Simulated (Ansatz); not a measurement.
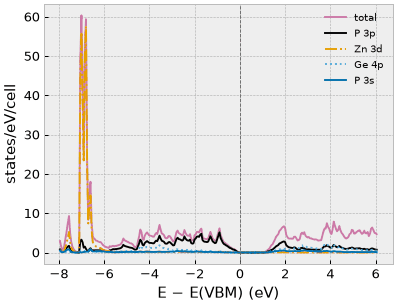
*Total and projected density of states of ZnGeP₂ (chalcopyrite, space group No. 122), PBEsol (plane waves, PAW; program Ansatz)*

Which orbitals carry the states next to the gap?

Top 1 eV of the valence band: P 3p 83 %, Ge 4p 5 %, outside the projected shells 5 %. Bottom 1 eV of the conduction band: P 3p 41 %, Ge 4s 18 %, Ge 4p 16 %, P 3s 8 %, outside the projected shells 14 %. Projections are on Löwdin-orthogonalised atomic valence shells; empty p or d shells of many metals are not among them.

Where is the tallest occupied peak in this window, and what makes it?

Near -7.0 eV, about 60 states/eV per cell; the largest projected share is Zn 3d.

Space group I-42d (chalcopyrite). The PBEsol relaxation kept the symmetry of its start. Spin–orbit coupling is left out wherever it is not named.

Potentials: the later of the program's two PAW sets.
